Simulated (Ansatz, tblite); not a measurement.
# The cluster Sn₂H₃: one state, many levels

How do method and basis change the picture of the cluster Sn₂H₃ (doublet)?

Program: Ansatz 0.2.0, Gaussian basis. Level of theory: as each input shows. These are calculated values, not measurements.

The runs, in order: GFN1-xTB, GFN2-xTB, PBE-D4/def2-TZVP, r2SCAN-D4/def2-TZVP, r2SCANh-D4/def2-TZVP, B97M-V/def2-TZVP, r2SCAN0-D4/def2-TZVP, LDA/def2-TZVP, B3LYP-D4/def2-TZVP, PBE-D4/def2-SVP, PBE0-D4/def2-SVP, PBE0-D4/def2-TZVPD, PBE-D4/def2-TZVPD, r2SCAN-D4/def2-TZVPD, CCSD(T)/def2-TZVPP, MP2/def2-TZVP, RPA/def2-TZVP, CCSD(T)/def2-TZVPD.

2 further runs of the same task are left out: 2 set aside as unsound or not needed. Runs told in other sessions of the task aren't counted.

## Step 1: The geometry

The geometry is that of the doublet, from an earlier relaxation (PBE0-D4/def2-TZVP). At that level it is the lowest of the isomers that a small search found.

5 atoms, charge 0, spin multiplicity 2.

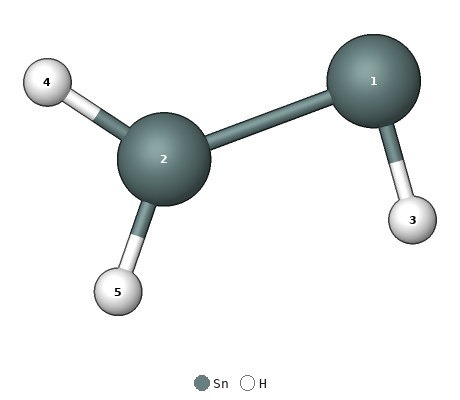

The geometry (tin teal, hydrogen white); atoms are numbered from 1 in the order of the file.

Sn takes a core potential in the def2 sets. No spin-orbit coupling is included.

PBE0-D4/def2-TZVP was run before; its log isn't repeated, and its numbers join the tables.

## Step 2: GFN1-xTB

Tight binding, by tblite at 300 K electronic temperature and without a spin-polarisation term:

```python
tblite.interface.Calculator('GFN1-xTB', numbers, positions, charge=0, uhf=1).singlepoint()
```

Energy -178.5858 eV; 0.002 s.

## Step 3: GFN2-xTB

Tight binding, by tblite at 300 K electronic temperature and without a spin-polarisation term:

```python
tblite.interface.Calculator('GFN2-xTB', numbers, positions, charge=0, uhf=1).singlepoint()
```

Energy -155.7668 eV; 0.002 s.

## Step 4: PBE-D4/def2-TZVP

start.molden holds the orbitals of an earlier run on this state, given as this run's starting guess.

in.yaml

```yaml
crystal:
  periodic: [false, false, false]
  atoms:
    - {symbol: Sn, position_ang: [-0.372668, 0.154791, -2.100596]}
    - {symbol: Sn, position_ang: [0.227399, 0.380249, 0.588908]}
    - {symbol: H, position_ang: [-0.789842, -1.526247, -1.720528]}
    - {symbol: H, position_ang: [0.800304, 1.794435, 1.395066]}
    - {symbol: H, position_ang: [0.134796, -0.803228, 1.837149]}
basis:
  gaussian: {orbitals: def2-TZVP, initial_orbitals: start.molden}
magnetization: {spin_polarized: true, initial_magnetization: 1}
hamiltonian: {xc: pbe, dispersion: d4}
scf: {omitted_lower_state_checks: [starts]}
output: {orbitals: {seedname: orbitals}}
```

Started as:

```bash
$ ansatz run in.yaml --threads 4 --pin off --events-out ev --progress --plain --max-ram 3916MiB
```

The log of the run:

```text
Functional definition: PBE
  name "PBE"
  cite "Perdew, Burke & Ernzerhof, Phys. Rev. Lett. 77, 3865 (1996) doi:10.1103/PhysRevLett.77.3865"
  parent pbe
  parameter kappa = 0.804
  parameter beta = 0.06672455060314922
  exchange = pbe_x(kappa = kappa, mu = beta*pi^2/3)
  correlation = pbe_c(beta = beta)
these checks for a lower state are left out or cut short: starts
908 factors; their error is unknown
mean field evaluation 1: about -11710.5684 eV, gradient 4.0e0 eV
mean field evaluation 2: about -11710.6411 eV, gradient 8.8e-2 eV
mean field evaluation 4: about -11710.6313 eV, gradient 3.6e-4 eV
mean field -11710.63127578 eV, -430.3577616338 hartree, gradient 1.9e-5 eV, S^2 0.752427; 0 other end points of the search recorded, 0 dependent functions left out
reference -11710.63132637 eV, -430.3577634930 hartree; 24, 23 occupied and 94, 95 virtual orbitals, 908 factors
Total energy: -11710.74144212 eV, -430.3618101721 hartree
Checks for a lower state left out: starts
```

It took 1.2 s on 4 threads of Arm Neoverse V2, shared host.

Report: HOMO -4.98 eV, LUMO -4.20 eV (over both spins); ⟨S²⟩ 0.752 (pure: 0.75).

## Step 5: r2SCAN-D4/def2-TZVP

in.yaml: that of step 4 with these lines changed.

```diff
@@ -11,3 +11,3 @@
 magnetization: {spin_polarized: true, initial_magnetization: 1}
-hamiltonian: {xc: pbe, dispersion: d4}
+hamiltonian: {xc: r2scan, dispersion: d4}
 scf: {omitted_lower_state_checks: [starts]}
```

Launched as before.

The log of the run:

```text
Functional definition: r2SCAN
  name "r2SCAN"
  cite "Furness, Kaplan, Ning, Perdew & Sun, J. Phys. Chem. Lett. 11, 8208 (2020) doi:10.1021/acs.jpclett.0c02405"
  cite "Furness, Kaplan, Ning, Perdew & Sun, J. Phys. Chem. Lett. 11, 9248 (2020) doi:10.1021/acs.jpclett.0c03077"
  parent r2scan
  parameter k0 = 0.174
  parameter k1 = 0.065
  parameter a1 = 4.9479
  exchange = r2scan_x(k0 = k0, k1 = k1, a1 = a1)
  correlation = r2scan_c
these checks for a lower state are left out or cut short: starts
908 factors; their error is unknown
mean field evaluation 1: about -11715.1774 eV, gradient 3.6e0 eV
mean field evaluation 2: about -11715.2185 eV, gradient 4.8e-2 eV
mean field evaluation 4: about -11715.2115 eV, gradient 9.3e-5 eV
mean field -11715.21152151 eV, -430.5260825599 hartree, gradient 1.4e-5 eV, S^2 0.756111; 0 other end points of the search recorded, 0 dependent functions left out
reference -11715.21154435 eV, -430.5260833994 hartree; 24, 23 occupied and 94, 95 virtual orbitals, 908 factors
Total energy: -11715.23411046 eV, -430.5269126886 hartree
Checks for a lower state left out: starts
```

It took 3.1 s on 4 threads of Arm Neoverse V2, shared host.

From the report: HOMO -5.30 eV, LUMO -3.95 eV (over both spins); ⟨S²⟩ 0.756 (pure: 0.75).

## Step 6: r2SCANh-D4/def2-TZVP

in.yaml: that of step 5 with these lines changed.

```diff
@@ -11,4 +11,4 @@
 magnetization: {spin_polarized: true, initial_magnetization: 1}
-hamiltonian: {xc: r2scan, dispersion: d4}
+hamiltonian: {xc: {name: r2SCANh}, dispersion: d4}
 scf: {omitted_lower_state_checks: [starts]}
-output: {orbitals: {seedname: orbitals}}
+output: {forces: true, orbitals: {seedname: orbitals}}
```

Launched as before.

The log of the run, shortened:

```text
Functional definition: r2SCANh
  name "r2SCANh"
  cite "Bursch, Neugebauer, Ehlert & Grimme, J. Chem. Phys. 156, 134105 (2022) doi:10.1063/5.0086040"
  cite "Furness, Kaplan, Ning, Perdew & Sun, J. Phys. Chem. Lett. 11, 8208 (2020) doi:10.1021/acs.jpclett.0c02405"
  cite "Furness, Kaplan, Ning, Perdew & Sun, J. Phys. Chem. Lett. 11, 9248 (2020) doi:10.1021/acs.jpclett.0c03077"
  parent r2scan
[...]
938 factors; their error is unknown
[...]
mean field -11714.57729688 eV, -430.5027752347 hartree, gradient 1.4e-5 eV, S^2 0.756260; 0 other end points of the search recorded, 0 dependent functions left out
[...]
reference -11714.57731775 eV, -430.5027760016 hartree; 24, 23 occupied and 94, 95 virtual orbitals, 938 factors
Total energy: -11714.60286158 eV, -430.5037147201 hartree
Atom 0 at    -0.372668     0.154791    -2.100596 Å, force    -0.002154    -0.025908     0.030289 eV/Å
Atom 1 at     0.227399     0.380249     0.588908 Å, force     0.005204     0.016224     0.000465 eV/Å
Atom 2 at    -0.789842    -1.526247    -1.720528 Å, force     0.005524     0.026048    -0.013055 eV/Å
Atom 3 at     0.800304     1.794435     1.395066 Å, force    -0.017769    -0.055028    -0.009848 eV/Å
Atom 4 at     0.134796    -0.803228     1.837149 Å, force     0.009195     0.038664    -0.007851 eV/Å
Dipole moment:     0.017296     0.081908    -0.032733 e Å
Checks for a lower state left out: starts
```

Wall time 3.7 s (4 threads of Arm Neoverse V2, shared host).

Report: HOMO -5.56 eV, LUMO -3.68 eV (over both spins); ⟨S²⟩ 0.756 (pure: 0.75).

## Step 7: B97M-V/def2-TZVP

in.yaml: that of step 6 with these lines changed.

```diff
@@ -11,4 +11,4 @@
 magnetization: {spin_polarized: true, initial_magnetization: 1}
-hamiltonian: {xc: {name: r2SCANh}, dispersion: d4}
+hamiltonian: {xc: {name: B97M-V}}
 scf: {omitted_lower_state_checks: [starts]}
-output: {forces: true, orbitals: {seedname: orbitals}}
+output: {orbitals: {seedname: orbitals}}
```

Launched as before.

The log of the run, shortened:

```text
Functional definition: B97M-V
  name "B97M-V"
  cite "Mardirossian & Head-Gordon, J. Chem. Phys. 142, 074111 (2015) doi:10.1063/1.4907719"
  cite "Becke, J. Chem. Phys. 107, 8554 (1997) doi:10.1063/1.475007"
  cite "Vydrov & Van Voorhis, J. Chem. Phys. 133, 244103 (2010) doi:10.1063/1.3521275"
  # Of w^i u^j: cxij and so on, Table III.
[...]
  gx(w, u) = cx00 + cx01*u + cx02*u^2 + (cx10 + cx11*u)*w
  gss(w, u) = css00 + css02*u^2 + css10*w + (css32*w^3 + css42*w^4)*u^2
  gos(w, u) = cos00 + cos01*u + cos03*u^3 + cos10*w + cos32*w^3*u^2
[...]
      + integral(e_c_pw_mod_opposite_spin*gos(b97_w_opposite, b97_u_opposite)) + vv10(b, c)
[...]
908 factors; their error is unknown
[...]
mean field -11710.83711753 eV, -430.3653261788 hartree, gradient 2.1e-5 eV, S^2 0.752352; 0 other end points of the search recorded, 0 dependent functions left out
reference -11710.83718992 eV, -430.3653288391 hartree; 24, 23 occupied and 94, 95 virtual orbitals, 908 factors
Total energy: -11710.83718992 eV, -430.3653288391 hartree
Checks for a lower state left out: starts
```

Run time: 4.9 s. Hardware: 4 threads of Arm Neoverse V2, shared host.

From the report: HOMO -4.96 eV, LUMO -4.30 eV (over both spins); ⟨S²⟩ 0.752 (pure: 0.75).

## Step 8: r2SCAN0-D4/def2-TZVP

in.yaml: that of step 7 with these lines changed.

```diff
@@ -11,3 +11,3 @@
 magnetization: {spin_polarized: true, initial_magnetization: 1}
-hamiltonian: {xc: {name: B97M-V}}
+hamiltonian: {xc: {name: r2SCAN0}, dispersion: d4}
 scf: {omitted_lower_state_checks: [starts]}
```

Launched as before.

The log of the run, shortened:

```text
Functional definition: r2SCAN0
  name "r2SCAN0"
  cite "Bursch, Neugebauer, Ehlert & Grimme, J. Chem. Phys. 156, 134105 (2022) doi:10.1063/5.0086040"
  cite "Furness, Kaplan, Ning, Perdew & Sun, J. Phys. Chem. Lett. 11, 8208 (2020) doi:10.1021/acs.jpclett.0c02405"
  cite "Furness, Kaplan, Ning, Perdew & Sun, J. Phys. Chem. Lett. 11, 9248 (2020) doi:10.1021/acs.jpclett.0c03077"
  parent r2scan
[...]
1054 factors; their error is unknown
[...]
mean field -11713.65064421 eV, -430.4687213770 hartree, gradient 1.8e-5 eV, S^2 0.756542; 0 other end points of the search recorded, 0 dependent functions left out
reference -11713.65066210 eV, -430.4687220348 hartree; 24, 23 occupied and 94, 95 virtual orbitals, 1054 factors
Total energy: -11713.67971347 eV, -430.4697896527 hartree
Checks for a lower state left out: starts
```

Run time: 3.3 s. Hardware: 4 threads of Arm Neoverse V2, shared host.

From the report: HOMO -5.96 eV, LUMO -3.27 eV (over both spins); ⟨S²⟩ 0.757 (pure: 0.75).

## Step 9: LDA/def2-TZVP

in.yaml: that of step 8 with these lines changed.

```diff
@@ -11,3 +11,3 @@
 magnetization: {spin_polarized: true, initial_magnetization: 1}
-hamiltonian: {xc: {name: r2SCAN0}, dispersion: d4}
+hamiltonian: {xc: lda}
 scf: {omitted_lower_state_checks: [starts]}
```

The command is unchanged.

The log of the run:

```text
Functional definition: SPW92
  name "SPW92"
  cite "Dirac, Proc. Camb. Phil. Soc. 26, 376 (1930) doi:10.1017/S0305004100016108"
  cite "Slater, Phys. Rev. 81, 385 (1951) doi:10.1103/PhysRev.81.385"
  cite "Perdew & Wang, Phys. Rev. B 45, 13244 (1992) doi:10.1103/PhysRevB.45.13244"
  exchange = slater_x
  correlation = pw_c
these checks for a lower state are left out or cut short: starts
908 factors; their error is unknown
mean field evaluation 1: about -11691.5031 eV, gradient 7.9e0 eV
mean field evaluation 2: about -11691.7594 eV, gradient 2.2e-1 eV
mean field evaluation 4: about -11691.7506 eV, gradient 1.1e-3 eV
mean field -11691.75061281 eV, -429.6639100676 hartree, gradient 1.7e-5 eV, S^2 0.751161; 0 other end points of the search recorded, 0 dependent functions left out
reference -11691.75065799 eV, -429.6639117279 hartree; 24, 23 occupied and 94, 95 virtual orbitals, 908 factors
Total energy: -11691.75065799 eV, -429.6639117279 hartree
Checks for a lower state left out: starts
```

Wall time 0.7 s (4 threads of Arm Neoverse V2, shared host).

Report: HOMO -5.09 eV, LUMO -4.53 eV (over both spins); ⟨S²⟩ 0.751 (pure: 0.75).

## Step 10: B3LYP-D4/def2-TZVP

in.yaml: that of step 9 with these lines changed.

```diff
@@ -11,3 +11,3 @@
 magnetization: {spin_polarized: true, initial_magnetization: 1}
-hamiltonian: {xc: lda}
+hamiltonian: {xc: {name: B3LYP}, dispersion: d4}
 scf: {omitted_lower_state_checks: [starts]}
```

Launched as before.

The log of the run, shortened:

```text
Functional definition: B3LYP
  name "B3LYP"
  cite "Stephens, Devlin, Chabalowski & Frisch, J. Phys. Chem. 98, 11623 (1994) doi:10.1021/j100096a001"
  cite "Becke, Phys. Rev. A 38, 3098 (1988) doi:10.1103/PhysRevA.38.3098"
  cite "Lee, Yang & Parr, Phys. Rev. B 37, 785 (1988) doi:10.1103/PhysRevB.37.785"
  cite "Vosko, Wilk & Nusair, Can. J. Phys. 58, 1200 (1980) doi:10.1139/p80-159"
[...]
996 factors; their error is unknown
[...]
mean field -11715.09428465 eV, -430.5217741848 hartree, gradient 1.5e-5 eV, S^2 0.751959; 0 other end points of the search recorded, 0 dependent functions left out
reference -11715.09454361 eV, -430.5217837013 hartree; 24, 23 occupied and 94, 95 virtual orbitals, 996 factors
Total energy: -11715.27641604 eV, -430.5284673900 hartree
Checks for a lower state left out: starts
```

Run time: 1.6 s. Hardware: 4 threads of Arm Neoverse V2, shared host.

From the report: HOMO -5.49 eV, LUMO -3.74 eV (over both spins); ⟨S²⟩ 0.752 (pure: 0.75).

## Step 11: PBE-D4/def2-SVP

in.yaml: that of step 10 with these lines changed.

```diff
@@ -9,5 +9,5 @@
 basis:
-  gaussian: {orbitals: def2-TZVP, initial_orbitals: start.molden}
+  gaussian: {orbitals: def2-SVP, initial_orbitals: start.molden}
 magnetization: {spin_polarized: true, initial_magnetization: 1}
-hamiltonian: {xc: {name: B3LYP}, dispersion: d4}
+hamiltonian: {xc: pbe, dispersion: d4}
 scf: {omitted_lower_state_checks: [starts]}
```

Same command.

The log of the run:

```text
Functional definition: PBE
  name "PBE"
  cite "Perdew, Burke & Ernzerhof, Phys. Rev. Lett. 77, 3865 (1996) doi:10.1103/PhysRevLett.77.3865"
  parent pbe
  parameter kappa = 0.804
  parameter beta = 0.06672455060314922
  exchange = pbe_x(kappa = kappa, mu = beta*pi^2/3)
  correlation = pbe_c(beta = beta)
these checks for a lower state are left out or cut short: starts
756 factors; their error is unknown
mean field evaluation 1: about -11709.9517 eV, gradient 2.2e1 eV
mean field evaluation 2: about -11710.1699 eV, gradient 4.1e-1 eV
mean field evaluation 4: about -11710.1653 eV, gradient 3.6e-2 eV
mean field -11710.16529133 eV, -430.3406370214 hartree, gradient 7.8e-5 eV, S^2 0.751972; 0 other end points of the search recorded, 0 dependent functions left out
reference -11710.16532817 eV, -430.3406383750 hartree; 24, 23 occupied and 43, 44 virtual orbitals, 756 factors
Total energy: -11710.27544391 eV, -430.3446850541 hartree
Checks for a lower state left out: starts
```

It took 0.65 s on 4 threads of Arm Neoverse V2, shared host.

From the report: HOMO -4.94 eV, LUMO -4.16 eV (over both spins); ⟨S²⟩ 0.752 (pure: 0.75).

## Step 12: PBE0-D4/def2-SVP

in.yaml: that of step 11 with these lines changed.

```diff
@@ -11,3 +11,3 @@
 magnetization: {spin_polarized: true, initial_magnetization: 1}
-hamiltonian: {xc: pbe, dispersion: d4}
+hamiltonian: {xc: pbe0, dispersion: d4}
 scf: {omitted_lower_state_checks: [starts]}
```

Same command.

The log of the run:

```text
Functional definition: PBE0
  name "PBE0"
  cite "Adamo & Barone, J. Chem. Phys. 110, 6158 (1999) doi:10.1063/1.478522"
  cite "Perdew, Burke & Ernzerhof, Phys. Rev. Lett. 77, 3865 (1996) doi:10.1103/PhysRevLett.77.3865"
  parent pbe
  parameter a = 0.25
  parameter kappa = 0.804
  parameter beta = 0.06672455060314922
  exchange = (1 - a)*pbe_x(kappa = kappa, mu = beta*pi^2/3) + a*exact_x
  correlation = pbe_c(beta = beta)
these checks for a lower state are left out or cut short: starts
838 factors; integrals over basis functions are off by at most 4.4e-4 eV
mean field evaluation 1: about -11710.5264 eV, gradient 2.2e1 eV
mean field evaluation 2: about -11710.6680 eV, gradient 1.7e-1 eV
mean field evaluation 4: about -11710.6944 eV, gradient 5.6e-4 eV
mean field -11710.69435316 eV, -430.3600796849 hartree, gradient 1.7e-5 eV, S^2 0.753014; 0 other end points of the search recorded, 0 dependent functions left out
reference -11710.69438075 eV, -430.3600806987 hartree; 24, 23 occupied and 43, 44 virtual orbitals, 838 factors
Total energy: -11710.78851801 eV, -430.3635401793 hartree
Checks for a lower state left out: starts
```

It took 0.95 s on 4 threads of Arm Neoverse V2, shared host.

Report: HOMO -5.68 eV, LUMO -3.41 eV (over both spins); ⟨S²⟩ 0.753 (pure: 0.75).

## Step 13: PBE0-D4/def2-TZVPD

in.yaml: that of step 12 with these lines changed.

```diff
@@ -9,3 +9,3 @@
 basis:
-  gaussian: {orbitals: def2-SVP, initial_orbitals: start.molden}
+  gaussian: {orbitals: def2-TZVPD, initial_orbitals: start.molden}
 magnetization: {spin_polarized: true, initial_magnetization: 1}
```

The command is unchanged.

The log of the run:

```text
Functional definition: PBE0
  name "PBE0"
  cite "Adamo & Barone, J. Chem. Phys. 110, 6158 (1999) doi:10.1063/1.478522"
  cite "Perdew, Burke & Ernzerhof, Phys. Rev. Lett. 77, 3865 (1996) doi:10.1103/PhysRevLett.77.3865"
  parent pbe
  parameter a = 0.25
  parameter kappa = 0.804
  parameter beta = 0.06672455060314922
  exchange = (1 - a)*pbe_x(kappa = kappa, mu = beta*pi^2/3) + a*exact_x
  correlation = pbe_c(beta = beta)
these checks for a lower state are left out or cut short: starts
1129 factors; their error is unknown
mean field evaluation 1: about -11710.9567 eV, gradient 1.0e0 eV
mean field evaluation 2: about -11710.9664 eV, gradient 1.1e-2 eV
mean field evaluation 4: about -11711.1164 eV, gradient 1.3e-4 eV
mean field -11711.11642373 eV, -430.3755904924 hartree, gradient 1.9e-5 eV, S^2 0.753699; 0 other end points of the search recorded, 0 dependent functions left out
reference -11711.11646308 eV, -430.3755919385 hartree; 24, 23 occupied and 115, 116 virtual orbitals, 1129 factors
Total energy: -11711.21060035 eV, -430.3790514190 hartree
Checks for a lower state left out: starts
```

It took 2.1 s on 4 threads of Arm Neoverse V2, shared host.

HOMO -5.72 eV, LUMO -3.43 eV (over both spins); ⟨S²⟩ 0.754 (pure: 0.75).

## Step 14: PBE-D4/def2-TZVPD

in.yaml: that of step 13 with these lines changed.

```diff
@@ -11,3 +11,3 @@
 magnetization: {spin_polarized: true, initial_magnetization: 1}
-hamiltonian: {xc: pbe0, dispersion: d4}
+hamiltonian: {xc: pbe, dispersion: d4}
 scf: {omitted_lower_state_checks: [starts]}
```

The command is unchanged.

The log of the run:

```text
Functional definition: PBE
  name "PBE"
  cite "Perdew, Burke & Ernzerhof, Phys. Rev. Lett. 77, 3865 (1996) doi:10.1103/PhysRevLett.77.3865"
  parent pbe
  parameter kappa = 0.804
  parameter beta = 0.06672455060314922
  exchange = pbe_x(kappa = kappa, mu = beta*pi^2/3)
  correlation = pbe_c(beta = beta)
these checks for a lower state are left out or cut short: starts
961 factors; their error is unknown
mean field evaluation 1: about -11710.5701 eV, gradient 4.1e0 eV
mean field evaluation 2: about -11710.6538 eV, gradient 9.6e-2 eV
mean field evaluation 4: about -11710.6422 eV, gradient 4.3e-4 eV
mean field -11710.64219330 eV, -430.3581628454 hartree, gradient 2.3e-5 eV, S^2 0.752486; 0 other end points of the search recorded, 0 dependent functions left out
reference -11710.64224486 eV, -430.3581647402 hartree; 24, 23 occupied and 115, 116 virtual orbitals, 961 factors
Total energy: -11710.75236061 eV, -430.3622114193 hartree
Checks for a lower state left out: starts
```

It took 1.8 s on 4 threads of Arm Neoverse V2, shared host.

HOMO -4.99 eV, LUMO -4.21 eV (over both spins); ⟨S²⟩ 0.752 (pure: 0.75).

## Step 15: r2SCAN-D4/def2-TZVPD

in.yaml: that of step 14 with these lines changed.

```diff
@@ -11,3 +11,3 @@
 magnetization: {spin_polarized: true, initial_magnetization: 1}
-hamiltonian: {xc: pbe, dispersion: d4}
+hamiltonian: {xc: r2scan, dispersion: d4}
 scf: {omitted_lower_state_checks: [starts]}
```

Same command.

The log of the run:

```text
Functional definition: r2SCAN
  name "r2SCAN"
  cite "Furness, Kaplan, Ning, Perdew & Sun, J. Phys. Chem. Lett. 11, 8208 (2020) doi:10.1021/acs.jpclett.0c02405"
  cite "Furness, Kaplan, Ning, Perdew & Sun, J. Phys. Chem. Lett. 11, 9248 (2020) doi:10.1021/acs.jpclett.0c03077"
  parent r2scan
  parameter k0 = 0.174
  parameter k1 = 0.065
  parameter a1 = 4.9479
  exchange = r2scan_x(k0 = k0, k1 = k1, a1 = a1)
  correlation = r2scan_c
these checks for a lower state are left out or cut short: starts
961 factors; their error is unknown
mean field evaluation 1: about -11715.1791 eV, gradient 3.8e0 eV
mean field evaluation 2: about -11715.2317 eV, gradient 5.9e-2 eV
mean field evaluation 4: about -11715.2231 eV, gradient 1.9e-4 eV
mean field -11715.22306610 eV, -430.5265068157 hartree, gradient 1.8e-5 eV, S^2 0.756364; 0 other end points of the search recorded, 0 dependent functions left out
reference -11715.22309031 eV, -430.5265077054 hartree; 24, 23 occupied and 115, 116 virtual orbitals, 961 factors
Total energy: -11715.24565642 eV, -430.5273369947 hartree
Checks for a lower state left out: starts
```

Wall time 3.8 s (4 threads of Arm Neoverse V2, shared host).

HOMO -5.30 eV, LUMO -3.95 eV (over both spins); ⟨S²⟩ 0.756 (pure: 0.75).

## Step 16: CCSD(T)/def2-TZVPP

in.yaml: that of step 15 with these lines changed.

```diff
@@ -9,6 +9,6 @@
 basis:
-  gaussian: {orbitals: def2-TZVPD, initial_orbitals: start.molden}
+  gaussian: {orbitals: def2-TZVPP, initial_orbitals: start.molden}
 magnetization: {spin_polarized: true, initial_magnetization: 1}
-hamiltonian: {xc: r2scan, dispersion: d4}
-scf: {omitted_lower_state_checks: [starts]}
+correlation: {method: ccsd_t}
+scf: {omitted_lower_state_checks: [starts, cluster_reference]}
 output: {orbitals: {seedname: orbitals}}
```

Launched as before.

The log of the run, shortened:

```text
Functional definition: HF
  name "HF"
  cite "Fock, Z. Phys. 61, 126 (1930) doi:10.1007/BF01340294"
  parent pbe
[...]
1175 factors; integrals over basis functions are off by at most 8.2e-4 eV
[...]
mean field -11657.80418499 eV, -428.4164018550 hartree, gradient 1.1e-6 eV, S^2 0.765932; 0 other end points of the search recorded, 0 dependent functions left out
8 core orbitals not correlated: weight in the atoms' cores, before any rotation towards them, 1.000 or more for the frozen orbitals, at most 0.000 for the correlated occupied ones
reference -11657.80418499 eV, -428.4164018550 hartree; 16, 15 occupied and 118, 119 virtual orbitals, 1175 factors
second order -17.13176590 eV of doubles, -0.00000000 eV of singles
cycle   1  -16.72935342 eV  change    4.0e-1 eV  update   1.1e-1
[...]
cycle  12  -17.28804894 eV  change    5.8e-6 eV  update   1.1e-5
perturbative correction -0.52051795 eV, -0.0191286820 hartree
Total energy: -11675.61275188 eV, -429.0708546171 hartree
Checks for a lower state left out: starts, cluster_reference
```

Wall time 77 s (4 threads of Arm Neoverse V2, shared host); peak memory 2.5 GiB.

Hartree-Fock HOMO -7.33 eV, LUMO -0.46 eV (over both spins); ⟨S²⟩ 0.766 (pure: 0.75); T1 0.017.

(Part 1 of 2 ends here.)
